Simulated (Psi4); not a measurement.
**U-wB97X-3c/vDZP (core potential) run of GeH3S (SMILES [SH][GeH2])**

What is the energy change on altering one bond length of GeH3S at U-wB97X-3c/vDZP (core potential)? 

The calculation is run with Psi4 1.11.

3 further runs of the same task are left out: 3 set aside as unsound or not needed.

## 1. Starting point

GeH3S has 5 atoms, charge 0, and is taken as a doublet. SMILES: `[SH][GeH2]`. Geometry: relaxed at PBE0-D4/def2-TZVP. This is one conformer, not always the lowest.

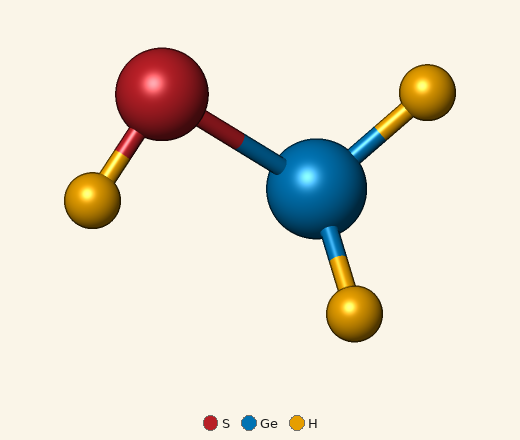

The structure, seen from a chosen angle (sulfur red, germanium blue, hydrogen amber).

## 2. Energy and one-electron properties at U-wB97X-3c/vDZP (core potential)

Contents of input.dat:

```
memory 1600 MB

molecule m {
  0 2
  S      2.15164217    -1.51782802     1.24627438
  Ge    -0.73604833     1.28369096     0.05688076
  H      0.46525057    -3.36163380     1.69054899
  H     -2.57777541     0.03703863    -1.84966393
  H      0.79103936     3.41927045    -1.22246383
  units bohr
}

set reference uks
set scf_type pk

result, w = energy("wb97x-3c", return_wfn=True)
oeprop(w, "MULTIPOLE(3)", "DIPOLE", "NO_OCCUPATIONS", "ESP_AT_NUCLEI", "QUADRUPOLE")
print_variables()
```

On the command line:

```sh
$ psi4 -n 1 input.dat output.dat
```

output.dat:

```text
[...]
    !!!  WARNING: ECP capability is in beta. Please check occupations closely.  !!!
[...]
  Running in c1 symmetry.
[...]
  Nuclear repulsion =   14.203973443125610
[...]
  Multiplicity = 2
[...]
  Nalpha       = 7
  Nbeta        = 6
[...]
    Number of basis functions: 41
[...]
   @UKS iter   1:   -15.76366949799746   -1.20668e+00   6.62487e-03 ADIIS/DIIS
[...]
   @UKS iter  10:   -15.83500561391273   -7.50561e-09   4.14857e-07 DIIS
[...]
   @S^2 Observed:                7.531518675E-01
[...]
    Orbital Energies [Eh]
    ---------------------
    Alpha Occupied:
       1A     -0.879397     2A     -0.676959     3A     -0.526297
       4A     -0.459186     5A     -0.439457     6A     -0.389952
       7A     -0.303234
    Alpha Virtual:
       8A      0.061960     9A      0.070730    10A      0.107771
      11A      0.118496    12A      0.225414    13A      0.244441
      14A      0.277052    15A      0.295429    16A      0.309850
      17A      0.340450    18A      0.356500    19A      0.383857
      20A      0.409770    21A      0.458541    22A      0.511622
      23A      0.531382    24A      0.591753    25A      0.657596
[...]
  @UKS Final Energy:   -15.83500561391273
   => Energetics <=
    Nuclear Repulsion Energy =             14.2039734431256104
    One-Electron Energy =                 -51.8937178828866053
    Two-Electron Energy =                  24.0644060737785708
    DFT Exchange-Correlation Energy =      -2.2057400996925218
    Empirical Dispersion Energy =          -0.0039271482377856
    VV10 Nonlocal Energy =                  0.0000000000000000
    Total Energy =                        -15.8350056139127293
[...]
 Multipole Moments:
 ------------------------------------------------------------------------------------
     Multipole            Electronic (a.u.)      Nuclear  (a.u.)        Total (a.u.)
 ------------------------------------------------------------------------------------
 L = 1.  Multiply by 2.5417464519 to convert [e a0] to [Debye]
 Dipole X            :         -7.5789941            7.0864344           -0.4925598
 Dipole Y            :          9.4354684           -9.4227780            0.0126904
 Dipole Z            :         -1.2702236            1.2320163           -0.0382073
 Magnitude           :                                                    0.4942023
 L = 2.  Multiply by 1.3450342976 to convert [e a0^2] to [Debye ang]
 Quadrupole XX       :        -56.6606363           35.5466420          -21.1139943
 Quadrupole XY       :         25.9545805          -24.8872160            1.0673645
[...]
```

Run time: 6 s. Hardware: 1 thread of Intel Xeon Platinum 8375C at 2.90GHz (Ice Lake), shared host; peak memory 0.36 GiB.

## 3. The distorted shape

Contents of geh3s.dat:

```
memory 1600 MB

molecule {
  0 2
  S
  Ge 1 r2
  H 1 r3 2 a3
  H 2 r4 1 a4 3 d4
  H 2 r5 1 a5 3 d5

  r2 = 2.220144
  r3 = 1.342997
  a3 = 94.43897
  r4 = 3.1003
  a4 = 109.45543
  d4 = -47.19353
  r5 = 1.545471
  a5 = 104.6298
  d5 = -165.95355
}

set globals {
  reference uks
  scf_type pk
}

e_tot, wfn = energy("wb97x-3c", return_wfn=True)
oeprop(wfn, "MULTIPOLE(3)", "DIPOLE", "NO_OCCUPATIONS", "ESP_AT_NUCLEI", "QUADRUPOLE")
```

On the command line:

```sh
$ psi4 geh3s.dat geh3s.out -n 1
```

geh3s.out:

```text
[...]
    !!!  WARNING: ECP capability is in beta. Please check occupations closely.  !!!
[...]
  Running in c1 symmetry.
[...]
  Nuclear repulsion =   13.108882119384898
[...]
  Multiplicity = 2
[...]
  Nalpha       = 7
  Nbeta        = 6
[...]
    Number of basis functions: 41
[...]
   @UKS iter   1:   -15.64745613096076   -1.23023e+00   7.21865e-03 ADIIS/DIIS
[...]
   @UKS iter  13:   -15.75316922430317   -2.43982e-08   3.34062e-07 DIIS
[...]
   @S^2 Observed:                7.687381786E-01
[...]
    Orbital Energies [Eh]
    ---------------------
    Alpha Occupied:
       1A     -0.878403     2A     -0.641706     3A     -0.512365
       4A     -0.444244     5A     -0.436068     6A     -0.385081
       7A     -0.323726
    Alpha Virtual:
       8A     -0.021027     9A      0.065617    10A      0.085383
      11A      0.116083    12A      0.242947    13A      0.246271
      14A      0.286152    15A      0.301055    16A      0.337204
      17A      0.347103    18A      0.375987    19A      0.386651
      20A      0.416850    21A      0.427519    22A      0.460786
      23A      0.511633    24A      0.533508    25A      0.618089
[...]
  @UKS Final Energy:   -15.75316922430317
   => Energetics <=
    Nuclear Repulsion Energy =             13.1088821193848979
    One-Electron Energy =                 -49.7249496911426689
    Two-Electron Energy =                  23.0248251418292789
    DFT Exchange-Correlation Energy =      -2.1578714000001038
    Empirical Dispersion Energy =          -0.0040553943745787
    VV10 Nonlocal Energy =                  0.0000000000000000
    Total Energy =                        -15.7531692243031713
[...]
 Multipole Moments:
 ------------------------------------------------------------------------------------
     Multipole            Electronic (a.u.)      Nuclear  (a.u.)        Total (a.u.)
 ------------------------------------------------------------------------------------
 L = 1.  Multiply by 2.5417464519 to convert [e a0] to [Debye]
 Dipole X            :         -4.2373888            4.1686687           -0.0687201
 Dipole Y            :         -2.9660814            3.1166067            0.1505252
 Dipole Z            :         10.8852750          -10.6605055            0.2247695
 Magnitude           :                                                    0.2791086
 L = 2.  Multiply by 1.3450342976 to convert [e a0^2] to [Debye ang]
 Quadrupole XX       :        -37.2598878           16.5053319          -20.7545560
 Quadrupole XY       :        -12.6255507           13.0414831            0.4159324
[...]
```

Wall time 7.2 s (1 thread of Intel Xeon Platinum 8375C at 2.90GHz (Ice Lake), shared host); peak memory 0.37 GiB.

## 4. What came out

At U-wB97X-3c/vDZP (core potential):

```
                                                          quantity         value
                                         first shape: total energy  -15.83501 Eh
                                        first shape: dipole moment        1.26 D
                   first shape: HOMO energy (highest over α and β)      -8.25 eV
                    first shape: LUMO energy (lowest over α and β)      -1.17 eV
                                                 first shape: ⟨S²⟩         0.753
                                     distorted shape: total energy  -15.75317 Eh
                                    distorted shape: dipole moment        0.71 D
               distorted shape: HOMO energy (highest over α and β)      -8.81 eV
                distorted shape: LUMO energy (lowest over α and β)      -1.22 eV
                                             distorted shape: ⟨S²⟩         0.769
energy change with the Ge2–H4 bond stretched from 1.550 to 3.100 Å      2.227 eV
```

In words: With the Ge2–H4 bond stretched from 1.550 to 3.100 Å the energy rises by 2.23 eV (215 kJ/mol). The first shape isn't relaxed at this level, so the change isn't measured from a minimum.
